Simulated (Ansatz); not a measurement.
**CH2BN− (SMILES [BH2-]C#N) at 6 levels**

We compute a comparison of 6 runs (UHF/STO-3G, UBHLYP/STO-3G, UHSE06/STO-3G, USVWN5/STO-3G, UMP2/STO-3G, FCI/STO-3G) of CH2BN−. 

Program for the calculation: Ansatz 0.2.0.

2 further runs of the same task are left out: 1 that didn't finish, 1 set aside as unsound or not needed.

## (1) The molecule

The species is CH2BN− (5 atoms), meant as a doublet with charge -1. SMILES: `[BH2-]C#N`. The C2–B1 distance was set to 3.660 Å, away from the relaxed value. At this shape a bond of the SMILES string is far longer than usual.

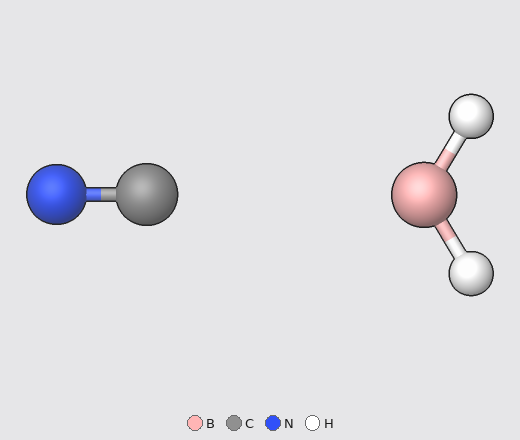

Viewed from a chosen angle; boron pink, carbon grey, nitrogen blue, hydrogen white.

## (2) The energy at UHF/STO-3G (run 1)

input.yaml reads:

```yaml
basis:
  gaussian:
    orbitals: STO-3G
crystal:
  periodic: [false, false, false]
  atoms:
    - symbol: B
      position_ang: [-2.308285, 0.969612, -1.187825]
    - symbol: C
      position_ang: [0.740110, -0.310900, 0.381160]
    - symbol: "N"
      position_ang: [1.729380, -0.727540, 0.890010]
    - symbol: H
      position_ang: [-2.718405, 0.496572, -2.222335]
    - symbol: H
      position_ang: [-2.929865, 1.877162, -0.685165]
total_charge: -1
magnetization:
  spin_polarized: true
  initial_magnetization: 1
hamiltonian:
  xc: hf
accuracy: high
```

Run with:

```console
$ ansatz run input.yaml --threads 1 --pin off --max-ram 2610MiB --events-out events.jsonl --progress --plain --runs-dir runs
```

The program printed:

```text
Warning: RAYON_NUM_THREADS=1 ignored (pool sized by the plan → 1); use --threads N
Functional definition: HF
  name "HF"
  exchange = exact_x
  correlation = 0
263 factors; integrals over basis functions are off by at most 2.0e-8 eV
mean field evaluation 1: about -3164.4060 eV, gradient 1.2e1 eV
mean field evaluation 2: about -3164.4161 eV, gradient 1.2e1 eV
mean field evaluation 4: about -3165.8058 eV, gradient 2.6e0 eV
mean field evaluation 8: about -3165.9033 eV, gradient 2.7e-3 eV
mean field evaluation 16: about -3165.9021 eV, gradient 1.8e-8 eV
mean field evaluation 32: about -3165.8795 eV, gradient 3.4e-1 eV
mean field -3165.90207426 eV, -116.3447553034 hartree, gradient 1.8e-8 eV, S^2 0.751625; 0 other end points of the search recorded, 0 dependent functions left out
reference -3165.90207426 eV, -116.3447553034 hartree; 11, 10 occupied and 6, 7 virtual orbitals, 263 factors
Total energy: -3165.90207426 eV, -116.3447553034 hartree
```

It took 0.14 s on 1 thread of Arm Neoverse V1, shared host.

## (3) A single-point energy at UBHLYP/STO-3G (run 2)

molecule.yaml reads:

```yaml
crystal:
  periodic: [false, false, false]
  atoms:
    - symbol: B
      position_ang: [-2.308285, 0.969612, -1.187825]
    - symbol: C
      position_ang: [0.740110, -0.310900, 0.381160]
    - symbol: N
      position_ang: [1.729380, -0.727540, 0.890010]
    - symbol: H
      position_ang: [-2.718405, 0.496572, -2.222335]
    - symbol: H
      position_ang: [-2.929865, 1.877162, -0.685165]
basis:
  gaussian:
    orbitals: STO-3G
accuracy: high
total_charge: -1
hamiltonian:
  xc: {name: BHLYP}
magnetization:
  spin_polarized: true
  initial_magnetization: 1
```

Run with:

```console
$ ansatz run molecule.yaml --threads 1 --pin off --max-ram 2610MiB --events-out events.jsonl --progress --plain --runs-dir runs
```

The program printed:

```text
Warning: RAYON_NUM_THREADS=1 ignored (pool sized by the plan → 1); use --threads N
Functional definition: BHLYP
  name "BHLYP"
  parameter a = 0.5
  exchange = (1 - a)*b88_x + a*exact_x
  correlation = lyp_c
263 factors; integrals over basis functions are off by at most 2.0e-8 eV
mean field evaluation 1: about -3183.0994 eV, gradient 7.8e0 eV
mean field evaluation 2: about -3183.4018 eV, gradient 8.3e0 eV
mean field evaluation 4: about -3183.7499 eV, gradient 4.3e-1 eV
mean field evaluation 8: about -3183.7102 eV, gradient 3.1e-2 eV
mean field evaluation 16: about -3183.7103 eV, gradient 1.4e-5 eV
mean field -3183.71028990 eV, -116.9991951575 hartree, gradient 9.8e-8 eV, S^2 0.750462; 2 other end points of the search recorded, 0 dependent functions left out
reference -3183.71030902 eV, -116.9991958600 hartree; 11, 10 occupied and 6, 7 virtual orbitals, 263 factors
Total energy: -3183.71030902 eV, -116.9991958600 hartree
```

Wall time 1.5 s (1 thread of Arm Neoverse V1, shared host); peak memory 0.12 GiB.

Runs 3 to 5 aren't shown in full; the table further down has their settings and results.

## (4) A single-point energy at FCI/STO-3G (run 6)

in.yaml reads:

```yaml
crystal:
  periodic: [false, false, false]
  atoms:
    - {symbol: B, position_ang: [-2.308285, 0.969612, -1.187825]}
    - {symbol: C, position_ang: [0.740110, -0.310900, 0.381160]}
    - {symbol: "N", position_ang: [1.729380, -0.727540, 0.890010]}
    - {symbol: H, position_ang: [-2.718405, 0.496572, -2.222335]}
    - {symbol: H, position_ang: [-2.929865, 1.877162, -0.685165]}
basis:
  gaussian:
    orbitals: STO-3G
total_charge: -1
magnetization:
  spin_polarized: true
  initial_magnetization: 1
correlation:
  method: fci
  frozen_orbitals: {B: 1, C: 1, H: 0, "N": 1}
accuracy: high
```

Run with:

```console
$ ansatz run in.yaml --threads 1 --pin off --max-ram 2610MiB --events-out events.jsonl --progress --plain --runs-dir runs
```

The program printed:

```text
Warning: RAYON_NUM_THREADS=1 ignored (pool sized by the plan → 1); use --threads N
[... 4 set-up lines as earlier in the session ...]
263 factors; integrals over basis functions are off by at most 2.0e-8 eV
mean field evaluation 1: about -3164.4060 eV, gradient 1.2e1 eV
mean field evaluation 2: about -3164.4161 eV, gradient 1.2e1 eV
mean field evaluation 4: about -3165.8058 eV, gradient 2.6e0 eV
mean field evaluation 8: about -3165.9033 eV, gradient 2.7e-3 eV
mean field evaluation 16: about -3165.9021 eV, gradient 1.8e-8 eV
mean field -3165.90207426 eV, -116.3447553034 hartree, gradient 1.8e-8 eV, S^2 0.751625; 2 other end points of the search recorded, 0 dependent functions left out
3 core orbitals not correlated: weight in the atoms' cores, before any rotation towards them, 1.000 or more for the frozen orbitals, at most 0.000 for the correlated occupied ones
reference -3165.89158940 eV, -116.3443699919 hartree; 8, 7 occupied and 6, 7 virtual orbitals, 263 factors
state -3170.92430118 eV, -116.5293187386 hartree
Total energy: -3170.92430118 eV, -116.5293187386 hartree
```

Run time: 3 min. Hardware: 1 thread of Arm Neoverse V1, shared host; peak memory 1 GiB.

## (5) All runs side by side

```
run          level  frozen core orbitals  energy (Eh)   ⟨S²⟩  wall time
  1     UHF/STO-3G                     –  -116.344755  0.752     0.14 s
  2  UBHLYP/STO-3G                     –  -116.999196  0.750      1.5 s
  3  UHSE06/STO-3G                     –  -116.919624  0.913        6 s
  4  USVWN5/STO-3G                     –  -115.936454  0.987        1 s
  5    UMP2/STO-3G                     3  -116.511014  0.752     0.12 s
  6     FCI/STO-3G                     3  -116.529319      –      3 min
```

## (6) Outcome

| quantity | value |
| --- | --- |
| run 6: total energy | -116.52932 Eh |
| run 6: correlation energy (3 core orbitals frozen) | -184.9 mEh |

In words: Against full CI in this basis: UHF +184.6 mEh; UMP2 +18.3 mEh. Totals of different functionals can't be ranked against each other. In runs 1, 2, 3, 4, 5, 6 the basis is minimal, so the values are rough. Spin contamination of the reference: run 4 ⟨S²⟩ = 0.99, run 3 ⟨S²⟩ = 0.91. All runs together took 3.2 min, the longest 3 min.
